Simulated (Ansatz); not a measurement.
**CHFSSi (SMILES F[SiH]=C=S): single points off equilibrium**

Aim: energy, forces and dipole at a structure displaced at random from a GFN2-xTB minimum, from CCSD(T) and from density functionals.

The runs use Ansatz 0.2.0, Gaussian basis; single points in def2-TZVPP.

Correlated methods freeze the cores. B3LYP uses VWN-RPA correlation.

## 1. The system as given

5 atoms, charge 0, spin multiplicity 1.

Atoms are counted from 1 here; the program's logs count them from 0.

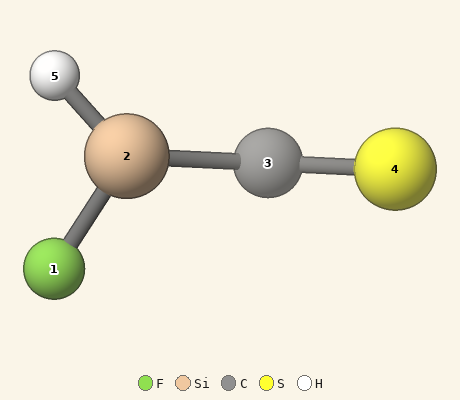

As it starts; fluorine green, silicon light orange, carbon grey, sulfur yellow, hydrogen white; atoms are numbered from 1 in the order of the file.

Geometry (Å):

```
F     1.2408    1.3796   -0.1540
Si   -0.0317    0.5835    0.3939
C    -0.2095   -1.1123   -0.3490
S    -1.1194   -1.9116   -1.3118
H    -0.0164    0.8139    1.6687
```

## 2. CCSD(T)/def2-TZVPP

The input, run/in.yaml:

```yaml
crystal:
  periodic: [false, false, false]
  atoms:
    - {symbol: F, position_ang: [1.240800, 1.379600, -0.154000]}
    - {symbol: Si, position_ang: [-0.031700, 0.583500, 0.393900]}
    - {symbol: C, position_ang: [-0.209500, -1.112300, -0.349000]}
    - {symbol: S, position_ang: [-1.119400, -1.911600, -1.311800]}
    - {symbol: H, position_ang: [-0.016400, 0.813900, 1.668700]}
basis:
  gaussian: {orbitals: def2-TZVPP}
correlation: {method: ccsd_t}
output: {forces: true}
```

The command line of these runs was not kept.

## 3. PBE0-D4/def2-TZVPP

Edit run/in.yaml of step 2 so:

```diff
@@ -10,3 +10,3 @@
   gaussian: {orbitals: def2-TZVPP}
-correlation: {method: ccsd_t}
-output: {forces: true}
+hamiltonian: {xc: pbe0, dispersion: d4}
+output: {forces: true, orbitals: {seedname: orbitals}}
```

## 4. wB97M-V/def2-TZVPP

Edit run/in.yaml of step 3 so:

```diff
@@ -10,3 +10,3 @@
   gaussian: {orbitals: def2-TZVPP}
-hamiltonian: {xc: pbe0, dispersion: d4}
-output: {forces: true, orbitals: {seedname: orbitals}}
+hamiltonian: {xc: {name: wB97M-V}}
+output: {forces: true}
```

## 5. r2SCAN-D4/def2-TZVPP

Edit run/in.yaml of step 4 so:

```diff
@@ -10,3 +10,3 @@
   gaussian: {orbitals: def2-TZVPP}
-hamiltonian: {xc: {name: wB97M-V}}
+hamiltonian: {xc: r2scan, dispersion: d4}
 output: {forces: true}
```

## 6. PBE-D4/def2-TZVPP

Edit run/in.yaml of step 5 so:

```diff
@@ -10,3 +10,3 @@
   gaussian: {orbitals: def2-TZVPP}
-hamiltonian: {xc: r2scan, dispersion: d4}
+hamiltonian: {xc: pbe, dispersion: d4}
 output: {forces: true}
```

## 7. B3LYP-D4/def2-TZVPP

Edit run/in.yaml of step 6 so:

```diff
@@ -10,3 +10,3 @@
   gaussian: {orbitals: def2-TZVPP}
-hamiltonian: {xc: pbe, dispersion: d4}
+hamiltonian: {xc: {name: B3LYP}, dispersion: d4}
 output: {forces: true}
```

## 8. B97M-V/def2-TZVPP

Edit run/in.yaml of step 7 so:

```diff
@@ -10,3 +10,3 @@
   gaussian: {orbitals: def2-TZVPP}
-hamiltonian: {xc: {name: B3LYP}, dispersion: d4}
+hamiltonian: {xc: {name: B97M-V}}
 output: {forces: true}
```

(Steps that only read results are left out.)

Before running it: what results should come out? Wanted: energy less free atoms, CCSD(T)/def2-TZVPP; RMS force component; RMS force error; HOMO and LUMO, PBE0-D4; T1 diagnostic.

**Answer**, as computed:

```
                                  quantity                                                                                           value
energy less free atoms, CCSD(T)/def2-TZVPP                                                                                  -1649.1 kJ/mol
                       RMS force component                                                            2.006 to 2.142 eV/Å over the methods
                           RMS force error  PBE0-D4 0.309, wB97M-V 0.342, r2SCAN-D4 0.209, PBE-D4 0.239, B3LYP-D4 0.243, B97M-V 0.292 eV/Å
                    HOMO and LUMO, PBE0-D4                                                                              -5.77 and -3.15 eV
                             T1 diagnostic                                                                                           0.019
```

Against CCSD(T) the functionals' energies less atoms differ by -139.2 to -49.4 kJ/mol, PBE-D4 by -139.2 kJ/mol. A larger basis would deepen the CCSD(T) value, while the functionals are nearly converged already, so the order here is not reliable. For forces r2SCAN-D4 does best and wB97M-V worst. Frozen-core CCSD(T) forces in triple zeta carry basis errors of their own, and this is one geometry, so small gaps rank nothing. The restricted Hartree–Fock reference is unstable towards an unrestricted one at one or more of these structures.
